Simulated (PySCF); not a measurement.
Br₂⁻, doublet (excess alpha electrons: σ +1). M06/def2-TZVPPD with PySCF 2.14.0, UKS. One reference determinant with the occupation held, the lowest that a PBE0 search over spins and occupations found; no spin-orbit coupling. Zero is the separated fragments in their ground configurations, without counterpoise. The fragments are Br + Br⁻. 2 further points of the run are not drawn. Horizontal lines: vibrational levels from ωe and ωexe, starting at v = 0.

> What bond curve does the calculation give?

re = 2.968 Å, ωe = 121 cm⁻¹, ωexe = 0.6 cm⁻¹, De = 1.44 eV.
```
r (Å)  E (eV)
2.492   −0.97
2.608   −1.21
2.724   −1.35
2.811   −1.41
2.898   −1.43
2.985   −1.44
3.101   −1.42
3.246   −1.38
3.420   −1.31
3.652   −1.21
```

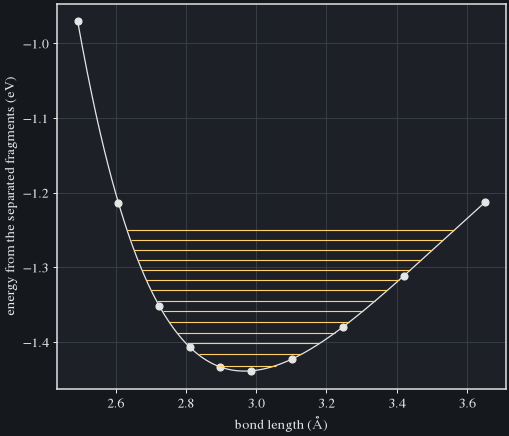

Note: lowest determinant of a PBE0 search, another state may lie lower; no scalar relativity; spin-orbit coupling is left out; it can lower the fragment Br more than the molecule, and De with it.
